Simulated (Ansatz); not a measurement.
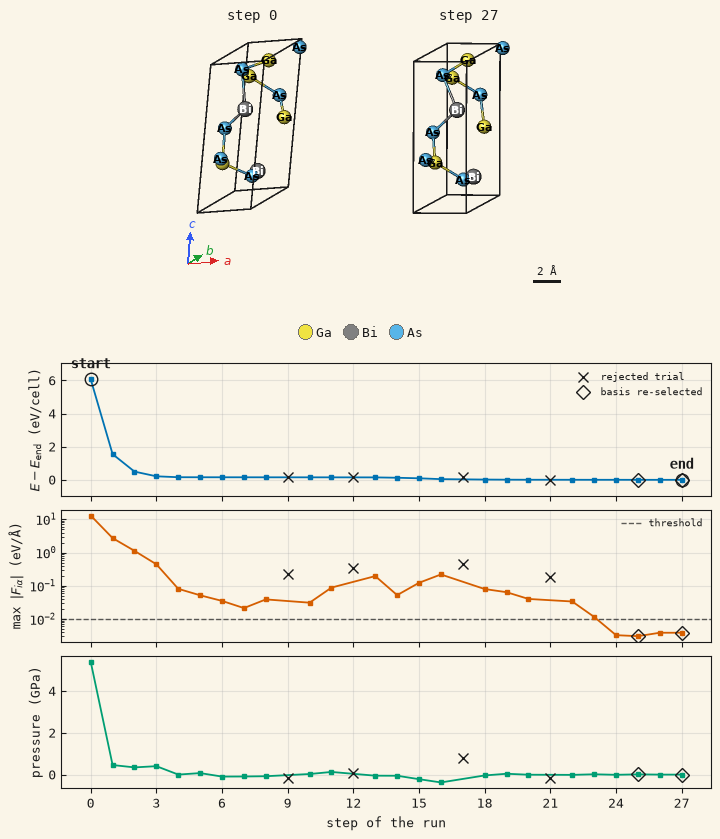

First and last geometry of a relaxation of crystalline Ga$_{2}$BiAs$_{3}$ (built on the Cu2GeS3-44 type type), with the history of the run. A ball-and-stick model of the cell of the calculation, reduced to other axes, seen slightly off an axis. Lengths and directions refer to the drawn axes.

Case: shaken.

The calculation used Ansatz, DFT, PBEsol, plane waves, PAW. (plane-wave cutoff 420 eV; k-point mesh 6 × 6 × 6; occupations fermi dirac; smearing width 0.05 eV; no spin polarisation; cell and atoms relaxed; force threshold 0.01 eV/Å; at most 120 steps)

Question: Read the history and describe the run.

Answer: It converged. A Ga atom moves most relative to the cell: 0.52 Å roughly along [−3 0 −1]. Largest moves by element: Ga 0.52 Å, As 0.48 Å, Bi 0.47 Å. The drawn cell changes as follows: a 4.104 → 4.048 Å (−1.4 %), b 7.457 → 6.816 Å (−8.6 %), c 11.278 → 11.486 Å (+1.8 %), α 76.2° → 80.2°, β 80.4° → 90.0°, γ 74.4° → 76.8°; the volume changes by −5.4 %. Among the contacts that change: As–Ga 1.821 → 2.495 Å, As–Bi 3.208 → 2.789 Å, As–Ga 2.857 → 2.467 Å, As–Ga 2.136 → 2.467 Å. Among the angles between lasting bonds that change: Ga–As–Bi 94.2° → 133.8°, As–Ga–As 122.8° → 93.1°, As–Bi–As 111.9° → 141.0°. The space group stays P1 (No. 1). Over 21 accepted moves (27 points after the start) the energy falls by 6.070 eV per cell of the calculation. Largest force component: 13 eV/Å at the start, 0.0039 eV/Å at the end. Pressure: 5.40 GPa at the start and 0.00 GPa at the end. The line search rejected the trial steps at points 9, 12, 17, 21 of the run. The SCF was repeated twice at an unchanged geometry on a basis and grid sized afresh for the cell, which shifted the energy by 1.3 meV per cell of the calculation at most.

```json
{"step": "0", "E − E(0), meV/atom": "0.00", "largest force component, eV/Å": "12.9273", "pressure, GPa": "5.40", "volume, Å³/atom": "26.745", "note": ""}
{"step": "1", "E − E(0), meV/atom": "-376.58", "largest force component, eV/Å": "2.7180", "pressure, GPa": "0.46", "volume, Å³/atom": "26.648", "note": ""}
{"step": "2", "E − E(0), meV/atom": "-464.46", "largest force component, eV/Å": "1.1231", "pressure, GPa": "0.35", "volume, Å³/atom": "26.299", "note": ""}
{"step": "3", "E − E(0), meV/atom": "-488.13", "largest force component, eV/Å": "0.4427", "pressure, GPa": "0.41", "volume, Å³/atom": "26.253", "note": ""}
{"step": "4", "E − E(0), meV/atom": "-492.74", "largest force component, eV/Å": "0.0811", "pressure, GPa": "0.00", "volume, Å³/atom": "26.486", "note": ""}
{"step": "5", "E − E(0), meV/atom": "-492.92", "largest force component, eV/Å": "0.0518", "pressure, GPa": "0.07", "volume, Å³/atom": "26.455", "note": ""}
{"step": "6", "E − E(0), meV/atom": "-493.01", "largest force component, eV/Å": "0.0351", "pressure, GPa": "-0.09", "volume, Å³/atom": "26.530", "note": ""}
{"step": "7", "E − E(0), meV/atom": "-493.08", "largest force component, eV/Å": "0.0214", "pressure, GPa": "-0.09", "volume, Å³/atom": "26.529", "note": ""}
{"step": "8", "E − E(0), meV/atom": "-493.18", "largest force component, eV/Å": "0.0390", "pressure, GPa": "-0.08", "volume, Å³/atom": "26.520", "note": ""}
{"step": "9", "E − E(0), meV/atom": "-489.34", "largest force component, eV/Å": "0.2310", "pressure, GPa": "-0.18", "volume, Å³/atom": "26.383", "note": "rejected"}
{"step": "10", "E − E(0), meV/atom": "-493.29", "largest force component, eV/Å": "0.0311", "pressure, GPa": "0.03", "volume, Å³/atom": "26.474", "note": ""}
{"step": "11", "E − E(0), meV/atom": "-493.36", "largest force component, eV/Å": "0.0884", "pressure, GPa": "0.13", "volume, Å³/atom": "26.347", "note": ""}
{"step": "12", "E − E(0), meV/atom": "-491.54", "largest force component, eV/Å": "0.3325", "pressure, GPa": "0.07", "volume, Å³/atom": "26.332", "note": "rejected"}
{"step": "13", "E − E(0), meV/atom": "-493.60", "largest force component, eV/Å": "0.1958", "pressure, GPa": "-0.05", "volume, Å³/atom": "26.476", "note": ""}
{"step": "14", "E − E(0), meV/atom": "-495.42", "largest force component, eV/Å": "0.0525", "pressure, GPa": "-0.05", "volume, Å³/atom": "26.324", "note": ""}
{"step": "15", "E − E(0), meV/atom": "-498.15", "largest force component, eV/Å": "0.1232", "pressure, GPa": "-0.22", "volume, Å³/atom": "26.111", "note": ""}
{"step": "16", "E − E(0), meV/atom": "-502.37", "largest force component, eV/Å": "0.2193", "pressure, GPa": "-0.37", "volume, Å³/atom": "25.696", "note": ""}
{"step": "17", "E − E(0), meV/atom": "-490.01", "largest force component, eV/Å": "0.4571", "pressure, GPa": "0.81", "volume, Å³/atom": "25.092", "note": "rejected"}
{"step": "18", "E − E(0), meV/atom": "-504.55", "largest force component, eV/Å": "0.0799", "pressure, GPa": "-0.04", "volume, Å³/atom": "25.584", "note": ""}
{"step": "19", "E − E(0), meV/atom": "-505.10", "largest force component, eV/Å": "0.0643", "pressure, GPa": "0.04", "volume, Å³/atom": "25.375", "note": ""}
{"step": "20", "E − E(0), meV/atom": "-505.48", "largest force component, eV/Å": "0.0403", "pressure, GPa": "0.00", "volume, Å³/atom": "25.432", "note": ""}
{"step": "21", "E − E(0), meV/atom": "-504.88", "largest force component, eV/Å": "0.1881", "pressure, GPa": "-0.14", "volume, Å³/atom": "25.332", "note": "rejected"}
{"step": "22", "E − E(0), meV/atom": "-505.61", "largest force component, eV/Å": "0.0338", "pressure, GPa": "-0.01", "volume, Å³/atom": "25.394", "note": ""}
{"step": "23", "E − E(0), meV/atom": "-505.72", "largest force component, eV/Å": "0.0116", "pressure, GPa": "0.02", "volume, Å³/atom": "25.330", "note": ""}
{"step": "24", "E − E(0), meV/atom": "-505.72", "largest force component, eV/Å": "0.0033", "pressure, GPa": "-0.01", "volume, Å³/atom": "25.337", "note": ""}
{"step": "25", "E − E(0), meV/atom": "-505.83", "largest force component, eV/Å": "0.0031", "pressure, GPa": "0.01", "volume, Å³/atom": "25.337", "note": "same geometry, new basis"}
{"step": "26", "E − E(0), meV/atom": "-505.85", "largest force component, eV/Å": "0.0039", "pressure, GPa": "0.00", "volume, Å³/atom": "25.313", "note": ""}
{"step": "27", "E − E(0), meV/atom": "-505.85", "largest force component, eV/Å": "0.0039", "pressure, GPa": "0.00", "volume, Å³/atom": "25.313", "note": "same geometry, new basis"}
```
